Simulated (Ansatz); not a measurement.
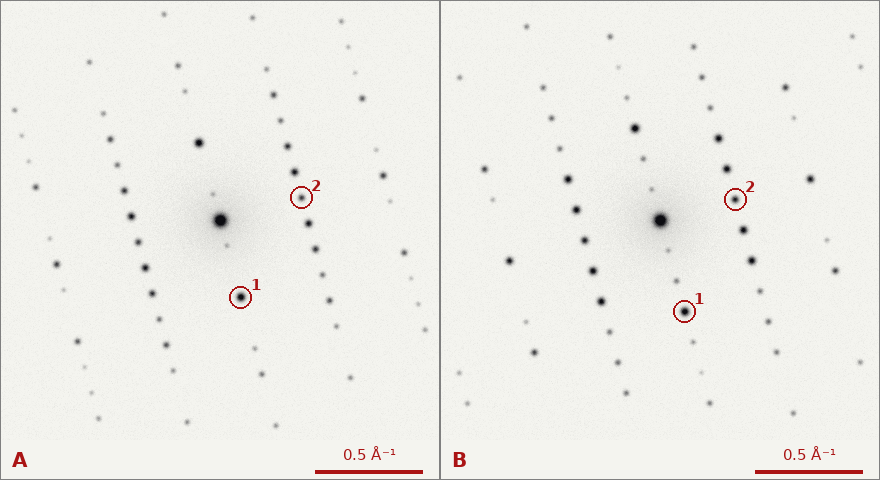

Kinematic electron diffraction patterns (120 kV, B = 0.5 Å², same scale) along [110] of the run's own cell, for the start and the end of one relaxation of GaSiP with Ansatz, DFT PBE, scalar-relativistic, plane waves, PAW. k mesh 10×10×6. The start is a generated model structure, and the relaxation ends in the nearest stationary point of its symmetry, not necessarily the ground state. Spot 1 is 0 0 -3 and spot 2 is -1 1 0 in both.

Start structure:

```yaml
crystal:
  lattice:
    - [3.86079, 0.00000, 0.00000]
    - [0.00000, 3.86079, 0.00000]
    - [0.00000, 0.00000, 6.72474]
  atoms:
    - { symbol: Ga, position: [0.00000, 0.50000, 0.35100] }
    - { symbol: Ga, position: [0.50000, 0.00000, 0.64900] }
    - { symbol: Si, position: [0.00000, 0.00000, 0.00000] }
    - { symbol: Si, position: [0.50000, 0.50000, 0.00000] }
    - { symbol: P, position: [0.00000, 0.50000, 0.72700] }
    - { symbol: P, position: [0.50000, 0.00000, 0.27300] }
```

Q: Which pattern belongs to the start structure, and which to the relaxed one?

A: B is the start: its cell gives d(1) = 2.242 Å, d(2) = 2.730 Å and an angle of 90.0°. A is the relaxed structure, with d(1) = 2.663 Å (+18.8 %), d(2) = 2.516 Å (-7.9 %) and 90.0°.

Q: Name reflections whose intensity changes strongly on relaxation.

A: 0 0 2, 0 0 4 fade out of sight; 1 -1 2 goes from 67 to 27 % of the strongest spot; 2 -2 0 goes from 45 to 21 % of the strongest spot; 1 -1 0 goes from 41 to 22 % of the strongest spot.

Q: Summarise the relaxation behind the change.

A: The volume changed by +0.9 % to 16.85 Å³ an atom; with the mean shift removed, the atoms moved by up to 0.22 Å relative to the cell (P most); the space group stayed P4/nmm (No. 129); the free energy fell by 110 meV an atom. Relaxed cell: a = 3.558 Å, b = 3.558 Å, c = 7.989 Å, α = 90.00°, β = 90.00°, γ = 90.00°.
